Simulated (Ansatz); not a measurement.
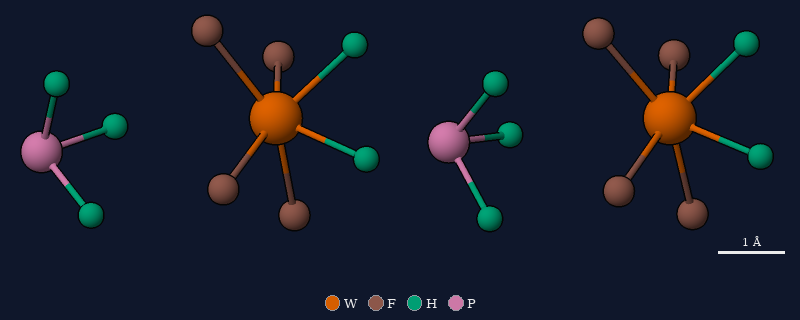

Two geometries of WPH₅F₄, drawn at one scale. One is the start of a relaxation, the other its converged end. Style: ball-and-stick. Shown at a tilt.

Theory: RKS PBE/def2-SVP (Ansatz). (no spin polarisation; force threshold 0.03 eV/Å; at most 50 steps)

Which geometry has the lower energy?

The left one is the relaxed one. The run prepares an end point of a later path (reaction) calculation, from a guessed geometry. After 9 accepted moves (11 points after the start) the energy has fallen by 1.67 kcal/mol. The largest force component goes from 0.48 to 0.014 eV/Å. The line search rejected the trial steps at points 4, 7 of the run. The forces were under the threshold at step 6, but the run went on from there. An H atom moves most after the best rigid fit: 0.60 Å. Largest moves by element: H 0.60 Å, P 0.25 Å, F 0.14 Å, W 0.10 Å. Near-neighbour distances that change, for instance: H–W 2.760 → 3.445 Å, F–W 1.868 → 1.880 Å, H–P 1.430 → 1.440 Å. Cost: 27 s on 4 threads of Arm Neoverse V1, with other jobs on the host, peak memory 0.2 GiB.
